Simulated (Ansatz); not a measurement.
# F2H5NSi2 (SMILES N[SiH](F)[SiH2]F): what the fields show

Input file:

```
crystal:
  periodic: [false, false, false]
  atoms:
    - { symbol: "N", position_ang: [-1.3501, 0.2401, 1.2117] }
    - { symbol: Si, position_ang: [-0.5923, -0.5196, -0.0742] }
    - { symbol: F, position_ang: [-1.5617, -0.2538, -1.3597] }
    - { symbol: Si, position_ang: [1.6867, 0.1713, -0.4914] }
    - { symbol: F, position_ang: [2.54964, -0.18393, 0.79684] }
    - { symbol: H, position_ang: [-2.344, -0.0741, 1.2387] }
    - { symbol: H, position_ang: [-1.4874, 1.2629, 0.9356] }
    - { symbol: H, position_ang: [-0.6118, -1.9432, 0.2482] }
    - { symbol: H, position_ang: [1.70496, 1.57892, -0.71356] }
    - { symbol: H, position_ang: [2.17887, -0.55618, -1.67361] }
basis:
  gaussian: { orbitals: def2-mTZVP }
hamiltonian:
  xc: pbe0
relax:
  f_tol: 0.015
  max_steps: 40
output:
  orbitals: {}
```

Run with:

```sh
ansatz run input.yaml --threads 2 --pin off --max-ram 3072MiB --backend cpu --events-out ev --progress --plain --runs-dir out
```

The fields are those of the run's last geometry, not of the input's.

Computed with RKS PBE0/def2-mTZVP (Ansatz).

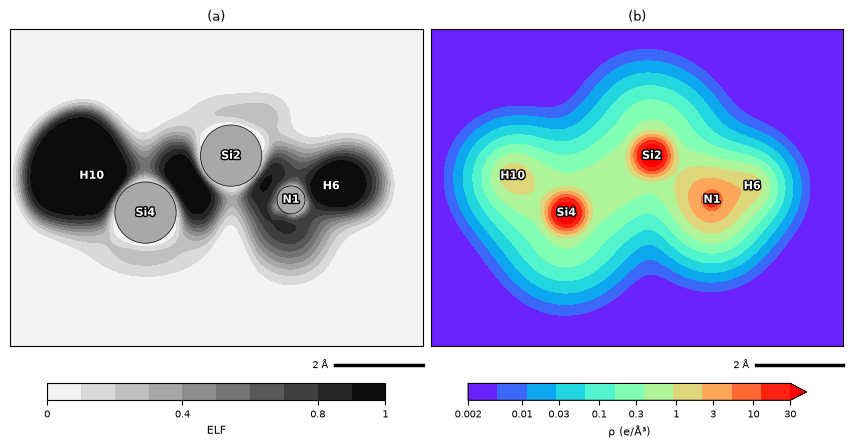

Figure 1. (a) electron localisation function; (b) electron density on the plane of atoms Si2, Si4 and H10. Grey discs cover the atomic cores in the ELF map.

Q: What do the fields say about this system?

A:
- The section cuts through N, Si and H sites.
- Si–N (1.70 Å): the density is about 1.1 e/Å³ at the midpoint; the ELF peaks at about 0.90 between the atoms, as expected for a polar covalent bond.
- Si–Si (2.35 Å): the density is about 0.66 e/Å³ at the midpoint; the ELF peaks at about 1 between the atoms; localised, covalent bonding.
- N–H (1.01 Å): the density is about 2.8 e/Å³ at the midpoint; the ELF climbs to about 1 towards the hydrogen, as it does in any bond to H: a covalent bond by its length.
- Si–H (1.49 Å): ρ at the midpoint is about 0.8 e/Å³; the ELF climbs to about 1 towards the hydrogen.

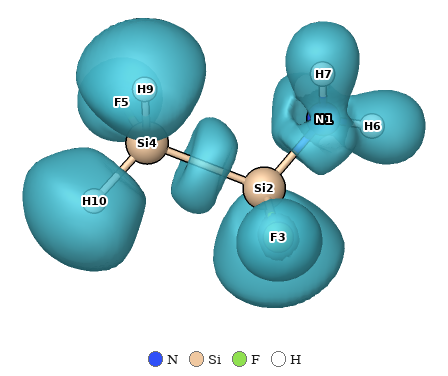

Figure 2. Isosurface of the electron localisation function at 0.75 (cyan), seen across its widest extent. Only the valence region is drawn (cores and ρ < 0.01 e/Å³ removed).

Q: Describe the localisation domains.

A: At this value the surface marks out one region between bonded Si–Si atoms (shared pairs), three regions around hydrogen nuclei, two regions wrapped around F (its lone pairs, merged into a ring or cap) and one joined region spread over several atoms (H, N), in which their bonds and any lone pairs are merged. Along the contacts the grid gives the following. Si–F (1.62 Å): the ELF peaks at about 0.85 in the valence shell of F, 0.6 Å from its nucleus, and is about 0.50 at the midpoint.

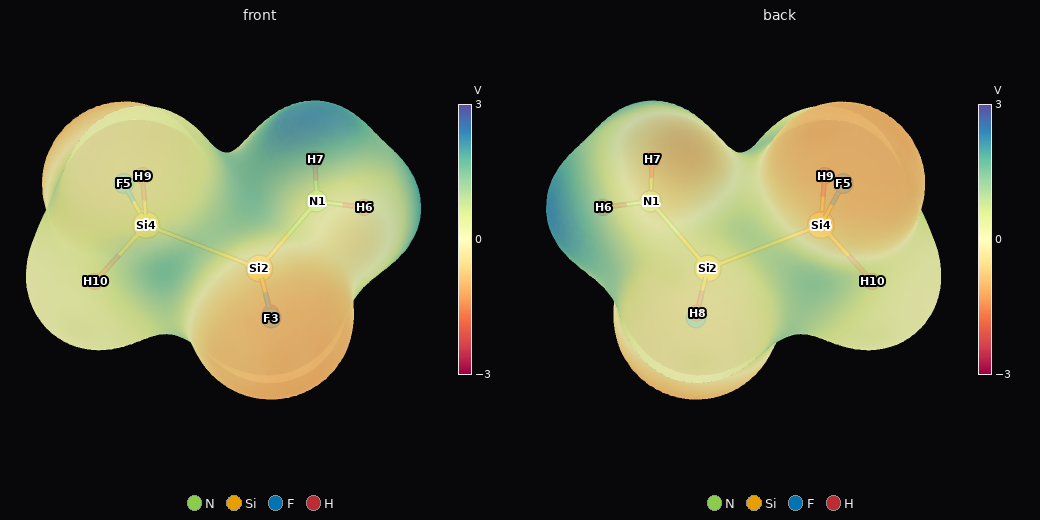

Figure 3. The molecular electrostatic potential painted on the density surface at 0.002 e/bohr³, seen from the front and from behind; red is negative and blue positive.

Q: Where is the surface potential most negative and most positive?

A: The most negative region (about −1.1 V, or −25 kcal/mol for a unit charge) lies over F3 and F5, the most positive (about +2.3 V, or +53 kcal/mol for a unit charge) over H6 and H7.
